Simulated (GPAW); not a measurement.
Band structure of Li₂Se (Fm-3m, 3 atoms in the cell).

```
CELL_PARAMETERS angstrom
      0.00000     2.97605     2.97605
      2.97605     0.00000     2.97605
      2.97605     2.97605     0.00000
ATOMIC_POSITIONS crystal
  Li 0.75000 0.75000 0.75000
  Li 0.25000 0.25000 0.25000
  Se 0.00000 0.00000 0.00000
```

Method of the run: PBE, GPAW PAW datasets PBE (gpaw-data 1.0.1) (plane waves; GPAW).

Settings: mode = pw; ecut = 600 eV; xc = PBE; kpts = 7 7 7; mesh shift (steps) = 0 0 0; occupations.name = fermi-dirac; occupations.width = 0.01 eV; nbands = -8; convergence.density = 1e-05 e/electron; convergence.bands = -6; symmetry.symmorphic = false; symmetry.tolerance = 0.0005; maxiter = 120; bandpath_npoints = 40.

The starting cell comes from a database of computed structures (which also holds hypothetical and non-ambient phases and stackings), without a prior relaxation at this level.

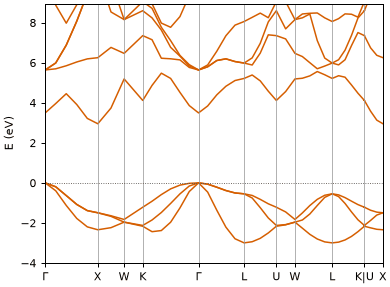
Figure: Bands along the path, energies from the top of the valence band on the SCF mesh.

Question: Read off roughly the gap and where its edges lie.

Answer: The gap along the path is about 3.0 eV (computed: 2.95 eV), from Γ to X; the smallest direct gap on it is 3.49 eV.

Levels in eV from the top of the valence band on the SCF mesh, bands 1 to 8:
```tsv
point	1	2	3	4	5	6	7	8
Γ	-11.46	0.00	0.00	0.00	3.49	5.64	5.64	5.64
X	-10.96	-2.34	-1.49	-1.49	2.95	6.25	10.51	10.51
W	-10.95	-1.96	-1.96	-1.83	5.19	6.47	8.15	8.15
K	-10.96	-2.17	-2.13	-1.22	4.12	7.35	8.60	9.05
L	-11.07	-3.00	-0.55	-0.55	5.22	5.98	5.98	8.06
U	-10.96	-2.17	-2.13	-1.22	4.12	7.35	8.60	9.05
```
